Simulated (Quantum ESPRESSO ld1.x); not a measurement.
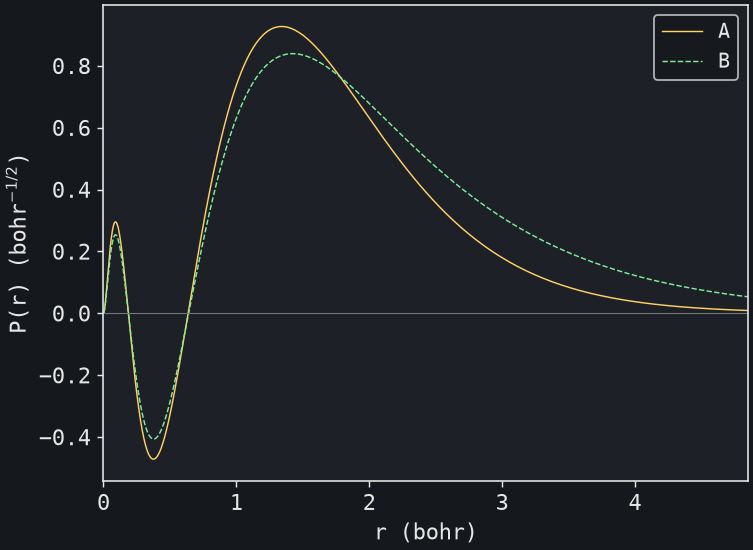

Two charge states of rubidium were computed: Rb in [Kr] 5s1 (high spin); Rb⁴⁺ in [Ar] 3d10 4s2 4p3 (high spin). The calculation used Quantum ESPRESSO ld1.x 7.5 at this level: scalar-relativistic Kohn-Sham, LDA (Slater exchange, VWN5 correlation), spin-polarised, spherical densities, point nucleus.

The plot shows P(r) = r R(r) of the 4p up orbital in both runs (large components where relativistic).

**Assign A and B.**

A is Rb⁴⁺ in [Ar] 3d10 4s2 4p3 (high spin) (⟨r⟩ = 1.51 bohr, eigenvalue −62.1 eV); B is Rb in [Kr] 5s1 (high spin) (⟨r⟩ = 1.73 bohr, eigenvalue −16.0 eV). Fewer electrons screen less, so the orbital shrinks.
